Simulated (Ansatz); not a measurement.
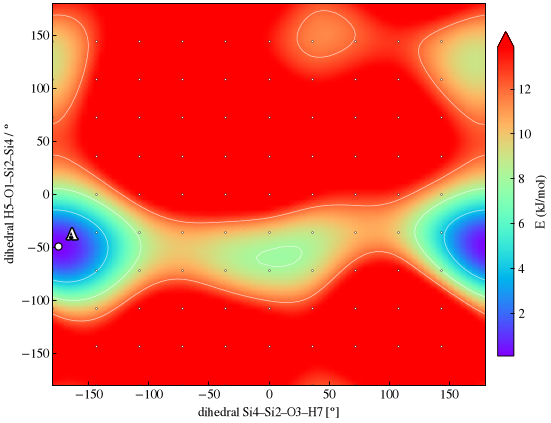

H5O2Si2, SMILES O[SiH](O)[SiH2], spin multiplicity 2. 
- The first coordinate is: dihedral Si4–Si2–O3–H7; the second: dihedral H5–O1–Si2–Si4.
- Nothing is relaxed (all other coordinates rigid).
- Grid: 10 × 10 points.
- Points are written as (first, second).
- All energies are given in kJ/mol relative to the relaxed molecule at the same level.
- These are results of UKS B3LYP-D4/def2-SVP (Ansatz 0.2.0), not measurements.

The picture shows a smooth colour map with a few white contour lines, dots at the grid points, one colour for all values above the top of the scale, the well A. Between grid points the surface is interpolated.

Question: Where is the minimum, and how stiff is the well along each coordinate? Take the well at A.

Answer: The interpolated minimum is at dihedral Si4–Si2–O3–H7 ≈ −175°, dihedral H5–O1–Si2–Si4 ≈ −49°. The curvatures there are about 0.21 eV/rad² and 0.25 eV/rad², with a cross term of about 0.032 eV/rad². Round the minimum the two coordinates are weakly coupled (coupling 0.14 in units of the two stiffnesses). (1 eV is 96.5 kJ/mol.)
